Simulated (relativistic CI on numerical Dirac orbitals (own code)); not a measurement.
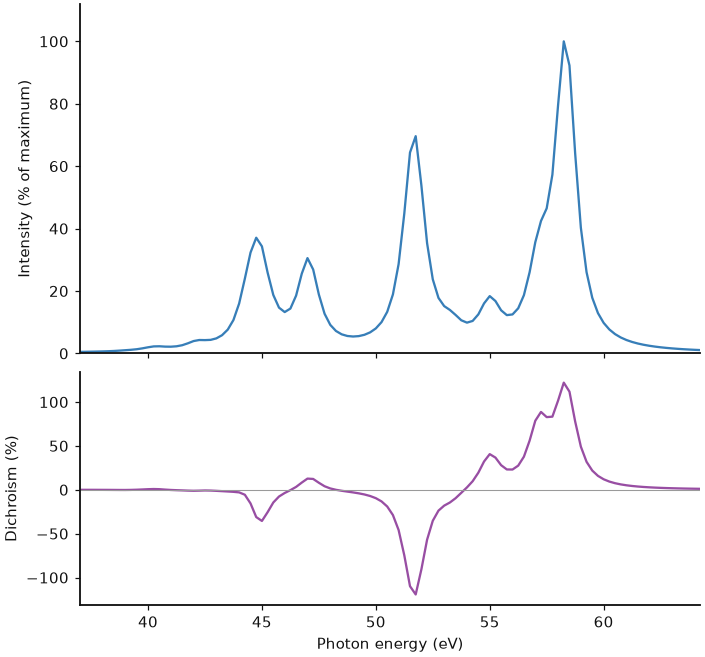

O₂,₃ X-ray absorption of W⁵⁺, [Xe] 4f¹⁴ 5d, in no crystal field (free ion). Multiplet model: relativistic Dirac–Coulomb–Breit theory, one configuration a step, Slater integrals scaled by 0.9, 10 K, Voigt broadening (Lorentzian 1 eV, Gaussian 0.3 eV full widths), computed with a radial Dirac CI code. Dichroism is for the ground state at zero temperature, magnetised by an exchange field of 10 meV on Sz.

Question: Give the peaks, the centroid and the ground-state spin.

Answer: The main maxima lie at 44.8 eV (37), 47.0 eV (31), 51.7 eV (70), 55.0 eV (18) and 58.3 eV (100), heights in % of the largest; the centroid is at 53.0 eV. The ground state has S = 0.50. The circular dichroism (Δm = −1 less Δm = +1) is largest at 58.2 eV, 122 % of the isotropic maximum. The magnetised ground state has ⟨Lz⟩ = 1.80 and ⟨Sz⟩ = −0.30.

Note: free-ion energies, so absolute edge positions are off by a few eV from solids; core and valence shell share one n, so the strongest features autoionise and are far broader and can lie several eV off in experiment.
